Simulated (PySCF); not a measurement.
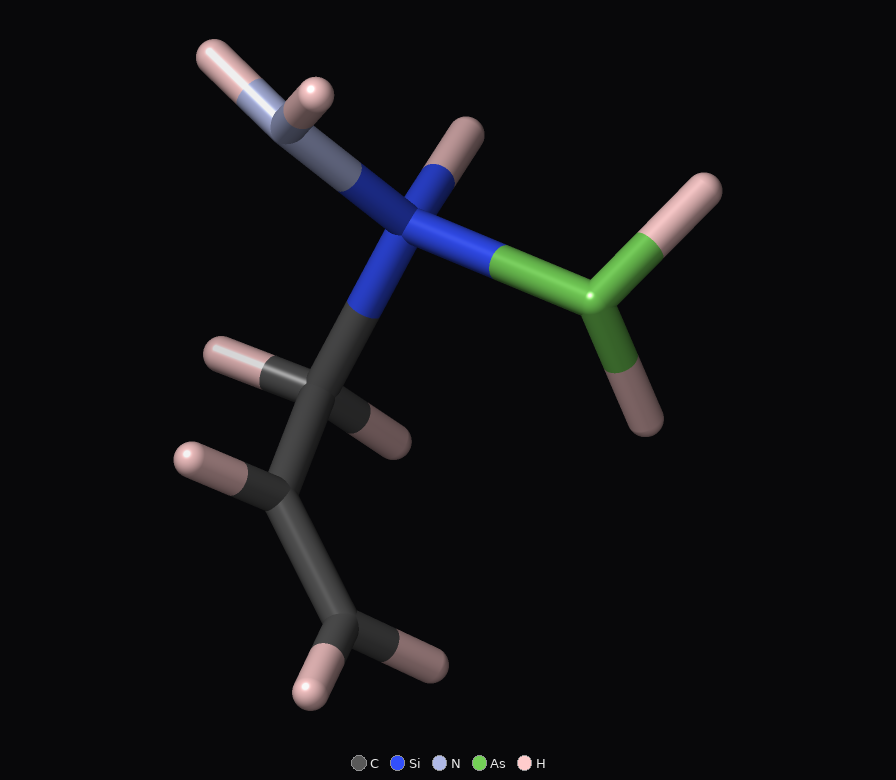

Computed geometry: PBE0-D3(BJ)/def2-SVP optimisation. No frequency run is at hand to confirm it as a minimum.

Give the structural formula.

SMILES: C=CC[Si@@H](N)[AsH2]

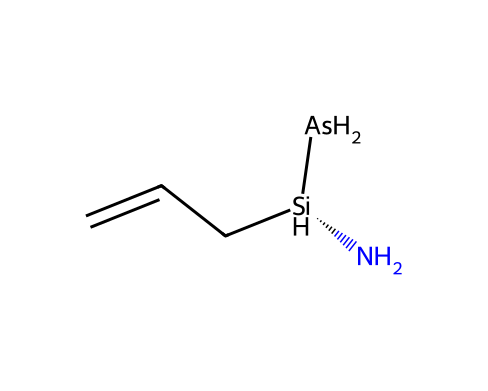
